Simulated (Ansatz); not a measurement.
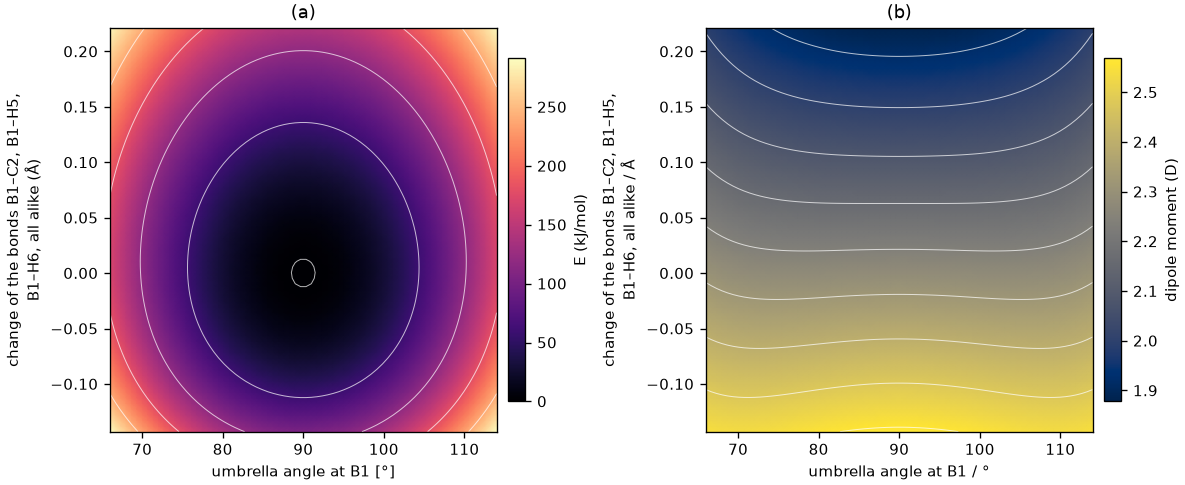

CH5BOSi, SMILES BC=[SiH]O. Coordinates scanned: (1) umbrella angle at B1 (between each of its bonds and their common axis; 90 is planar); (2) change of the bonds B1–C2, B1–H5, B1–H6, all alike. Nothing is relaxed (all other coordinates rigid). The scan uses a 15 × 15 grid; 121 points were computed and 104 follow by symmetry. Points are written as (first, second). Energies are in kJ/mol, from the lowest grid point. Level of theory: RHF/def2-TZVP in Ansatz.

Panel (a) is the energy; panel (b) is the computed dipole moment, in D.

In the figure: a smooth colour map with a few white contour lines. Between grid points the surface is interpolated.

Question: How does the dipole moment vary over the map, and what is it at the lowest grid point?

Answer: Leaving out the highest fifth of the energies, it runs from 1.88 D at (90.0°, 0.221 Å) to 2.57 D at (90.0°, −0.143 Å). At the lowest grid point, (90.0°, 0.013 Å), it is 2.26 D.

| second ↓, first → | 66.0 | 69.4 | 72.9 | 76.3 | 79.7 | 83.1 | 86.6 | 90.0 | 93.4 | 96.9 | 100.3 | 103.7 | 107.1 | 110.6 | 114.0 |
| --- | --- | --- | --- | --- | --- | --- | --- | --- | --- | --- | --- | --- | --- | --- | --- |
| 0.221 | 1.99 | 1.96 | 1.93 | 1.91 | 1.89 | 1.89 | 1.88 | 1.88 | 1.88 | 1.89 | 1.89 | 1.91 | 1.93 | 1.96 | 1.99 |
| 0.195 | 2.03 | 1.99 | 1.96 | 1.95 | 1.93 | 1.93 | 1.92 | 1.92 | 1.92 | 1.93 | 1.93 | 1.95 | 1.96 | 1.99 | 2.03 |
| 0.169 | 2.06 | 2.03 | 2.00 | 1.99 | 1.98 | 1.97 | 1.97 | 1.97 | 1.97 | 1.97 | 1.98 | 1.99 | 2.00 | 2.03 | 2.06 |
| 0.143 | 2.09 | 2.06 | 2.04 | 2.03 | 2.02 | 2.01 | 2.01 | 2.01 | 2.01 | 2.01 | 2.02 | 2.03 | 2.04 | 2.06 | 2.09 |
| 0.117 | 2.13 | 2.10 | 2.08 | 2.07 | 2.06 | 2.06 | 2.06 | 2.06 | 2.06 | 2.06 | 2.06 | 2.07 | 2.08 | 2.10 | 2.13 |
| 0.091 | 2.17 | 2.14 | 2.12 | 2.12 | 2.11 | 2.11 | 2.11 | 2.11 | 2.11 | 2.11 | 2.11 | 2.12 | 2.12 | 2.14 | 2.17 |
| 0.065 | 2.21 | 2.18 | 2.17 | 2.16 | 2.16 | 2.16 | 2.16 | 2.16 | 2.16 | 2.16 | 2.16 | 2.16 | 2.17 | 2.18 | 2.21 |
| 0.039 | 2.25 | 2.22 | 2.21 | 2.21 | 2.20 | 2.21 | 2.21 | 2.21 | 2.21 | 2.21 | 2.20 | 2.21 | 2.21 | 2.22 | 2.25 |
| 0.013 | 2.29 | 2.27 | 2.26 | 2.25 | 2.25 | 2.25 | 2.26 | 2.26 | 2.26 | 2.25 | 2.25 | 2.25 | 2.26 | 2.27 | 2.29 |
| −0.013 | 2.33 | 2.31 | 2.30 | 2.30 | 2.30 | 2.30 | 2.31 | 2.31 | 2.31 | 2.30 | 2.30 | 2.30 | 2.30 | 2.31 | 2.33 |
| −0.039 | 2.37 | 2.35 | 2.35 | 2.35 | 2.35 | 2.36 | 2.36 | 2.36 | 2.36 | 2.36 | 2.35 | 2.35 | 2.35 | 2.35 | 2.37 |
| −0.065 | 2.41 | 2.40 | 2.39 | 2.40 | 2.40 | 2.41 | 2.41 | 2.41 | 2.41 | 2.41 | 2.40 | 2.40 | 2.39 | 2.40 | 2.41 |
| −0.091 | 2.46 | 2.44 | 2.44 | 2.45 | 2.45 | 2.46 | 2.46 | 2.46 | 2.46 | 2.46 | 2.45 | 2.45 | 2.44 | 2.44 | 2.46 |
| −0.117 | 2.50 | 2.49 | 2.49 | 2.50 | 2.50 | 2.51 | 2.51 | 2.52 | 2.51 | 2.51 | 2.50 | 2.50 | 2.49 | 2.49 | 2.50 |
| −0.143 | 2.55 | 2.54 | 2.54 | 2.54 | 2.55 | 2.56 | 2.57 | 2.57 | 2.57 | 2.56 | 2.55 | 2.54 | 2.54 | 2.54 | 2.55 |
